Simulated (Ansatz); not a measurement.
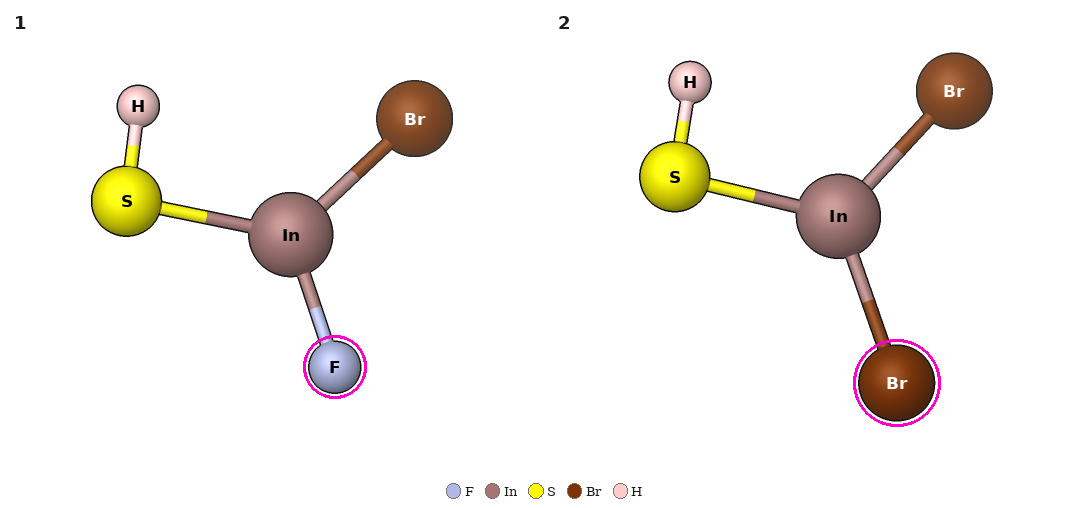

2 molecules with one skeleton, seen from the same side and at one scale; the atom that differs is circled. Charge 0, singlet. Computed geometries: PBE0-D4/def2-TZVP optimisations, one conformation each. Properties computed with Ansatz 0.2.0. Elements past Kr carry core potentials.

One atom differs, called X below: F in panel 1, Br in panel 2. Their formulas are BrFHInS (`[F][In]([SH])[Br]`), Br2HInS (`[SH][In]([Br])[Br]`).

In which is the dipole moment larger (ωB97M-V/def2-TZVPP)?

In panel 1 (X = F).

In which is the length of X–In larger (PBE0-D4/def2-TZVP)?

In panel 2 (X = Br).

Give the values. With PBE0-D4/def2-TZVP: length of X–In (Å), angle X–In–S (°). With ωB97M-V/def2-TZVPP: dipole moment (D), HOMO energy (Kohn–Sham orbital) (eV), HOMO–LUMO gap (eV).

```tsv
quantity	1 (F)	2 (Br)	2 − 1
length of X–In (Å)	1.935	2.444	+0.509
angle X–In–S (°)	118.0	121.0	+3.0
dipole moment (D)	2.39	1.33	−1.06
HOMO energy (Kohn–Sham orbital) (eV)	−10.53	−10.36	+0.17
HOMO–LUMO gap (eV)	9.86	9.69	−0.17
```
